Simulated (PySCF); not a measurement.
# CH5Al (AlH2Me) at CCSDT/STO-3G

What is the vertical ionisation energy of CH5Al (AlH2Me) at CCSDT/STO-3G? 

Program for the calculation: PySCF 2.14.0.

9 further runs of the same task are left out: 1 that didn't finish, 8 set aside as unsound or not needed.

### Step 1. The system as given

The species is CH5Al (7 atoms), meant as a singlet with charge 0. SMILES: `[H][Al]([H])[CH3]`. The shape comes from GFN2-xTB, which is rough for such elements, and wasn't checked as a minimum.

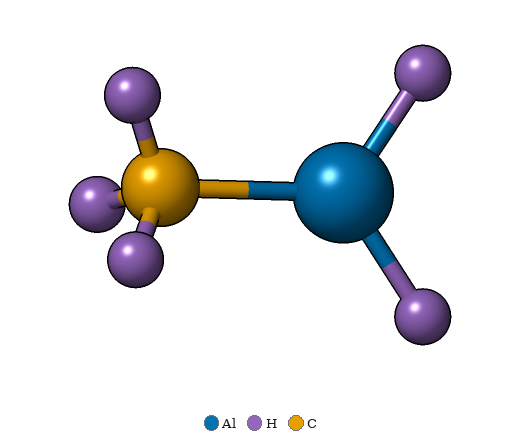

Viewed from a chosen angle; aluminium blue, hydrogen purple, carbon amber.

### Step 2. A single-point energy at CCSDT/STO-3G

File run.py:

```python
# AlH2Me
from pyscf import gto, cc

mol = gto.M(
    atom='''
Al   0.532240   0.925980  -0.002840
H    2.079610   1.030730   0.039470
H   -0.157080   2.315610  -0.032820
C   -0.456800  -0.794540  -0.002750
H   -0.578610  -1.223840  -1.005100
H   -1.469240  -0.690290   0.408830
H    0.049890  -1.563640   0.595200
''',
    max_memory=1860,
    basis='sto-3g',
    charge=0,
    verbose=4,
)

myscf = mol.RHF()
myscf.conv_tol = 1e-10
myscf.kernel()
if not myscf.converged:
    myscf = myscf.newton().run(myscf.mo_coeff, myscf.mo_occ)

mycc = cc.CCSDT(myscf, frozen=6)
mycc.kernel()
e_final = mycc.e_tot
print('Final energy', e_final)
```

Started as:

```
$ OMP_NUM_THREADS=1 python run.py
```

Log:

```text
PySCF version 2.14.0

[INPUT] num. atoms = 7
[INPUT] num. electrons = 24
[INPUT] charge = 0
[INPUT] spin (= nelec alpha-beta = 2S) = 0
[INPUT] symmetry False subgroup None
[INPUT] Mole.unit = angstrom
[INPUT] Symbol           X                Y                Z      unit          X                Y                Z       unit  Magmom
[INPUT]  1 Al     0.532240000000   0.925980000000  -0.002840000000 AA    1.005787832539   1.749848596825  -0.005366822194 Bohr   0.0
[INPUT]  2 H      2.079610000000   1.030730000000   0.039470000000 AA    3.929893345907   1.947797408373   0.074587490137 Bohr   0.0
[INPUT]  3 H     -0.157080000000   2.315610000000  -0.032820000000 AA   -0.296838179647   4.375868711304  -0.062020811408 Bohr   0.0
[INPUT]  4 C     -0.456800000000  -0.794540000000  -0.002750000000 AA   -0.863226893701  -1.501462995012  -0.005196746843 Bohr   0.0
[INPUT]  5 H     -0.578610000000  -1.223840000000  -1.005100000000 AA   -1.093414432935  -2.312722420288  -1.899363727800 Bohr   0.0
[INPUT]  6 H     -1.469240000000  -0.690290000000   0.408830000000 AA   -2.776461211256  -1.304459046526   0.772576731506 Bohr   0.0
[INPUT]  7 H      0.049890000000  -1.563640000000   0.595200000000 AA    0.094278436355  -2.954851357415   1.124764989341 Bohr   0.0

[... 42 lines left out ...]
converged SCF energy = -279.320734104581
[... 16 lines left out ...]
WARN: A large `blksize` is being used, which may cause large memory consumption
[... 3 lines left out ...]
WARN: A large `blksize_oovv` is being used, which may cause large memory consumption
[... 3 lines left out ...]
WARN: A large `blksize_oooo` is being used, which may cause large memory consumption
      for storing contraction intermediates. If memory is sufficient, consider using
      `pyscf.cc.rccsdt_highm.RCCSDT` instead.

Approximate memory usage estimate
    T3 memory                 150 KB
    R3 memory                 150 KB
    Symmetrized T3 memory     113 KB
    ERIs memory               223 KB
    T1-ERIs memory            223 KB
    Intermediates memory      223 KB
    Block workspace           429 KB
    T3 einsum buffer          429 KB
Init t2, MP2 energy = -279.405617827805  E_corr(MP2) -0.084883723223
Init E_corr(RCCSDT) = -0.0848837232234061
cycle =  1  E_corr(RCCSDT) = -0.105845307404  dE = -2.096158418049e-02  norm(d tamps) = 5.72715192e-02
cycle =  2  E_corr(RCCSDT) = -0.113219965424  dE = -7.374658019748e-03  norm(d tamps) = 2.22333542e-02
cycle =  3  E_corr(RCCSDT) = -0.117892854527  dE = -4.672889103068e-03  norm(d tamps) = 9.36203475e-03
cycle =  4  E_corr(RCCSDT) = -0.118034201362  dE = -1.413468355981e-04  norm(d tamps) = 1.38965362e-03
cycle =  5  E_corr(RCCSDT) = -0.118029573655  dE =  4.627706861104e-06  norm(d tamps) = 5.95497867e-04
cycle =  6  E_corr(RCCSDT) = -0.118020480965  dE =  9.092689953596e-06  norm(d tamps) = 1.06525456e-04
cycle =  7  E_corr(RCCSDT) = -0.118019709569  dE =  7.713961581446e-07  norm(d tamps) = 3.83584586e-05
cycle =  8  E_corr(RCCSDT) = -0.118019235371  dE =  4.741979712647e-07  norm(d tamps) = 1.13086192e-05
cycle =  9  E_corr(RCCSDT) = -0.118019265887  dE = -3.051529176568e-08  norm(d tamps) = 3.87656120e-06
cycle = 10  E_corr(RCCSDT) = -0.118019208033  dE =  5.785354191545e-08  norm(d tamps) = 9.90621258e-07
RCCSDT converged
E(RCCSDT) = -279.4387533126144   E_corr = -0.1180192080331198
E_corr(same-spin) = -0.00480535818825477
E_corr(oppo-spin) = -0.113213849844865
Final energy -279.43875331261444
```

It took 0.93 s on 1 thread of Arm Neoverse V2, shared host; peak memory 0.12 GiB.

### Step 3. The doublet cation

File mol.xyz:

```xyz
7
CH5Al
Al     0.532240     0.925980    -0.002840
H      2.079610     1.030730     0.039470
H     -0.157080     2.315610    -0.032820
C     -0.456800    -0.794540    -0.002750
H     -0.578610    -1.223840    -1.005100
H     -1.469240    -0.690290     0.408830
H      0.049890    -1.563640     0.595200
```

File input.py:

```python
from pyscf import gto, cc

system = gto.M(
    atom='mol.xyz',
    charge=1,
    max_memory=1860,
    verbose=3,
    basis='sto-3g',
    spin=1,
)

calc0 = system.UHF()
calc0.conv_tol = 1e-10
calc0.kernel()
if not calc0.converged:
    calc0 = calc0.newton().run(calc0.mo_coeff, calc0.mo_occ)

mycc = cc.CCSDT(calc0, frozen=6)
mycc.kernel()
energy = mycc.e_tot
print('Final energy', energy)
```

Started as:

```
$ OMP_NUM_THREADS=1 python input.py
```

Log:

```text
converged SCF energy = -279.02887751253  <S^2> = 0.76410498  2S+1 = 2.0140556
_make_eris_incore_UCCSDT

WARN: A large `blksize_v_aaa` is being used, which may cause large memory consumption
      for storing contraction intermediates. If memory is sufficient, consider using
      `pyscf.cc.uccsdt_highm.UCCSDT` instead.

WARN: A large `blksize_v_aab` is being used, which may cause large memory consumption
      for storing contraction intermediates. If memory is sufficient, consider using
      `pyscf.cc.uccsdt_highm.UCCSDT` instead.

UCCSDT converged
E(UCCSDT) = -279.1449122764427   E_corr = -0.1160347639128864
E_corr(same-spin) = -0.00544633741710506
E_corr(oppo-spin) = -0.110588426495781
Final energy -279.14491227644265
```

Run time: 2.5 s. Hardware: 1 thread of Arm Neoverse V2, shared host; peak memory 0.12 GiB.

### Step 4. Outcome

Level: CCSDT/STO-3G, 6 core orbitals frozen.

| quantity | value |
| --- | --- |
| singlet CH5Al: total energy | -279.43875 Eh |
| singlet CH5Al: dipole moment (Hartree–Fock density) | 0.11 D |
| singlet CH5Al: HOMO energy (Hartree–Fock orbitals) | -9.03 eV |
| singlet CH5Al: LUMO energy (Hartree–Fock orbitals) | 8.86 eV |
| singlet CH5Al: HOMO–LUMO gap (Hartree–Fock orbitals) | 17.89 eV |
| singlet CH5Al: correlation energy (6 core orbitals frozen) | -118.0 mEh |
| singlet CH5Al: T1 diagnostic | 0.006 |
| doublet cation: total energy | -279.14491 Eh |
| doublet cation: HOMO energy (Hartree–Fock orbitals) (highest over α and β) | -15.33 eV |
| doublet cation: LUMO energy (Hartree–Fock orbitals) (lowest over α and β) | -6.90 eV |
| doublet cation: correlation energy (6 core orbitals frozen) | -116.0 mEh |
| doublet cation: ⟨S²⟩ of the reference determinant | 0.764 |
| doublet cation: T1 diagnostic | 0.020 |
| vertical ionisation energy (to the doublet cation) | 7.996 eV |

Removing an electron at fixed nuclei costs 8.00 eV (771 kJ/mol). In a minimal basis such a difference can be off by several eV, whatever the method. Mulliken charges (singlet CH5Al) of the mean-field density run from -0.41 on C4 to +0.90 on Al1; they depend strongly on the basis.
